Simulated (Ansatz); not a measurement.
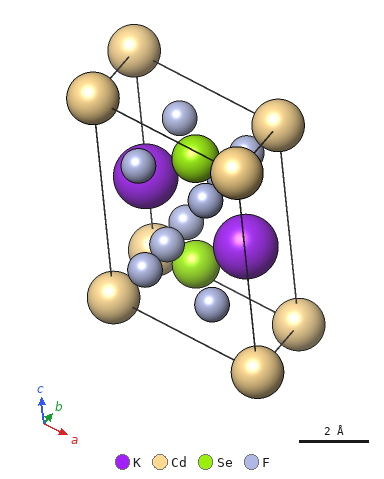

Drawn in the spheres-only manner and seen slightly off an axis. The wireframe shows the simulation cell.

```
CELL_PARAMETERS angstrom
5.85374 0.00000 0.00000
-2.92687 5.06949 0.00000
0.00000 -3.37966 6.48941
ATOMIC_POSITIONS crystal
K 0.80396 0.60782 0.41178
K 0.19604 0.39218 0.58822
Cd 0.00000 0.00000 0.00000
Se 0.62400 0.24790 0.87190
Se 0.37600 0.75210 0.12810
F 0.74196 0.01822 0.76018
F 0.74196 0.48392 0.76018
F 0.27626 0.01822 0.76018
F 0.25804 0.98178 0.23982
F 0.72374 0.98178 0.23982
F 0.25804 0.51608 0.23982
```

Method used: DFT, PAW plane waves, PBE (Ansatz). It ran with a cutoff energy of 420 eV, 6×6×6 k-mesh, cold smearing of 0.078 eV, no spin polarisation. The pressure of the cell is 25 GPa.

**How charged are the atoms, by the Bader scheme?**

K +0.83 e; Cd +0.79 e; Se +1.07 e; F -0.77 e.

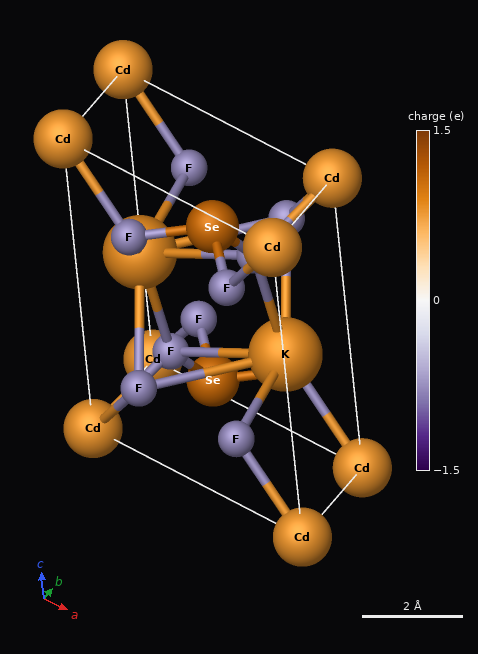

The atoms coloured by those charges.

Origin: a generated cell, made by putting these elements into a known structure type (the compound may or may not exist in this form); unrelaxed. An electronic-structure calculation with Ansatz was run on it.

At this level of theory the cell isn't at rest (compressed, at 25 GPa and forces up to 9.9 eV/Å), so its distances can differ from those at equilibrium, the more so the softer the solid.
